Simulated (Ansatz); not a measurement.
AlF$_{2}$OSi (SMILES [F][Al-]1([F])[O+]=[Si]1) (doublet)

```yaml
atoms:
  - { symbol: Al, position_ang: [-0.2233, 0.2869, -0.3846] }
  - { symbol: F, position_ang: [-0.0899, 1.8361, 0.1999] }
  - { symbol: F, position_ang: [-1.6184, -0.5701, -0.1037] }
  - { symbol: O, position_ang: [0.8460, -0.2295, -1.6754] }
  - { symbol: Si, position_ang: [2.0020, -1.0671, -0.8561] }
```

Geometry: B3LYP-D3(BJ)/6-311G**.

Theory: isolated molecule in a Gaussian basis; Kohn-Sham density functional theory, functional PBE0 (Ansatz).

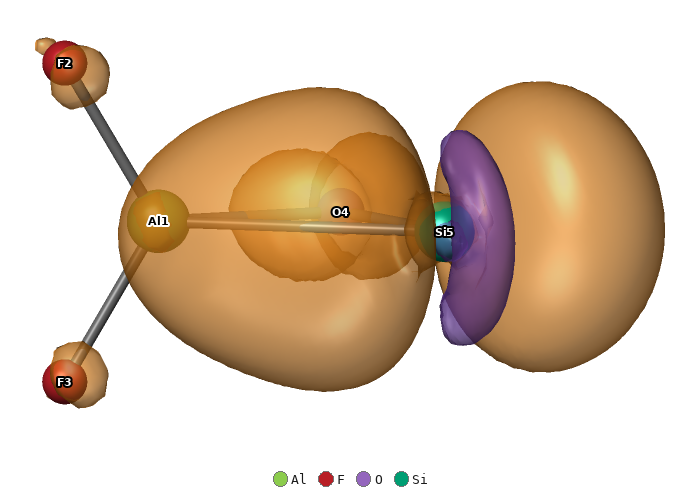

Figure 1. Isosurfaces of the spin density at +0.015 (orange) and −0.015 e/Å³ (purple), seen across its widest extent.

Q: Describe the spin distribution.

A: The unpaired spin (1 electron) lies mostly on Si5 (about 0.7), Al1 (about 0.2) and O4 (about 0.1), in electrons by Hirshfeld's partition.

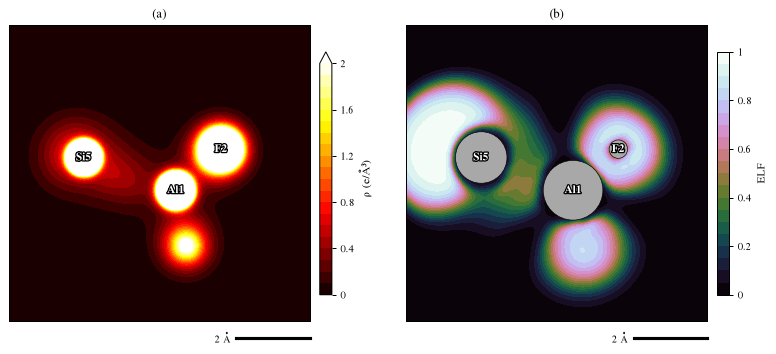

Figure 2. (a) total electron density; (b) ELF on the plane of atoms F2, Al1 and Si5. Grey discs cover the atomic cores in the ELF map.

Q: What do the fields say about this system?

A: The plane passes through Al, F and Si nuclei. Al–F (1.66 Å): ρ at the midpoint is about 0.9 e/Å³; the ELF peaks at about 0.85 in the valence shell of F, 0.6 Å from its nucleus, and is about 0.40 at the midpoint. Al–Si (2.65 Å): the density is about 0.43 e/Å³ at the midpoint; the ELF is about 0.45 at the midpoint. The ELF also peaks beside F3, F2 and Si5, away from the bonds: non-bonding electrons, paired or unpaired.

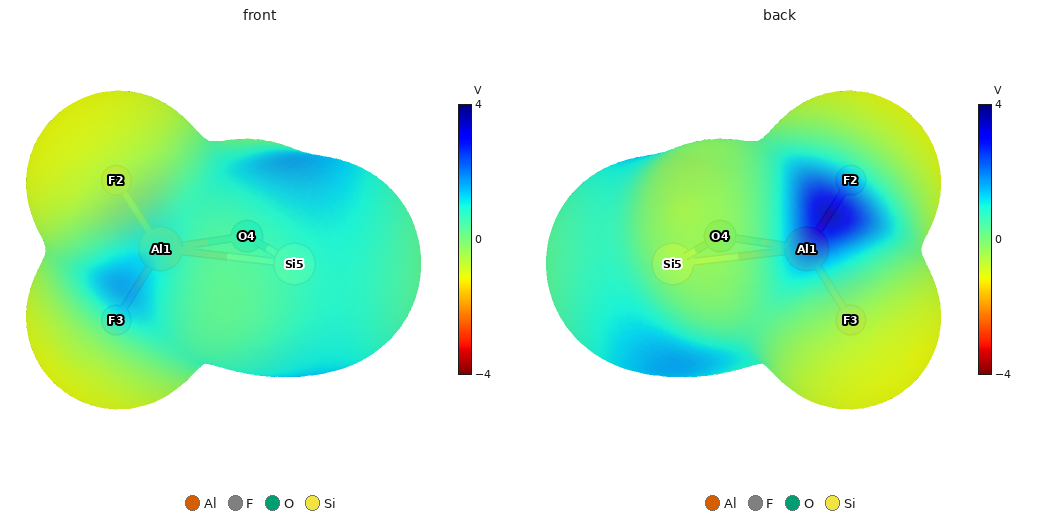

Figure 3. The molecular electrostatic potential painted on the density surface at 0.001 e/bohr³, seen from the front and from behind; the colour scale runs from red (negative) to blue (positive).

Q: Describe the electrostatic potential map.

A: The most negative region (about −1.1 V) lies over F2 and F3, the most positive (about +3.1 V) over Al1.

Q: What dipole moment does the calculation give?

A: Its dipole moment is 2.79 D.
